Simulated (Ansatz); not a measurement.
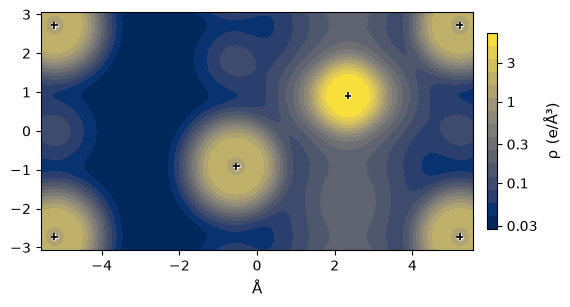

The valence charge density (pseudo) on a plane through atoms (crosses mark nuclei in the plane).

Level of theory: DFT PBE, scalar-relativistic, plane waves, PAW (Ansatz).

Candidates:
A. TlAgN, a = 3.26 Å, b = 3.26 Å, c = 5.14 Å, α = 90.00°, β = 90.00°, γ = 90.00°. Space group P4/mmm; a structure generated by program, which may or may not match a known phase; computed without spin polarisation.
B. SnC₂, a = 2.73 Å, b = 2.73 Å, c = 21.83 Å, α = 90.00°, β = 90.00°, γ = 90.00°. Space group I4₁/amd; a structure generated by program, which may or may not match a known phase.
C. Rb₂Re, a = 3.14 Å, b = 3.14 Å, c = 10.44 Å, α = 90.00°, β = 90.00°, γ = 120.00°. Space group P-3m1; a structure generated by program, which may or may not match a known phase; computed without spin polarisation.

> Which candidate gave the map?

Candidate C: Rb₂Re on the (110) plane of the conventional cell, which holds Rb and Re. Rb–Re (3.40 Å): ρ is about 0.13 e/Å³ halfway.
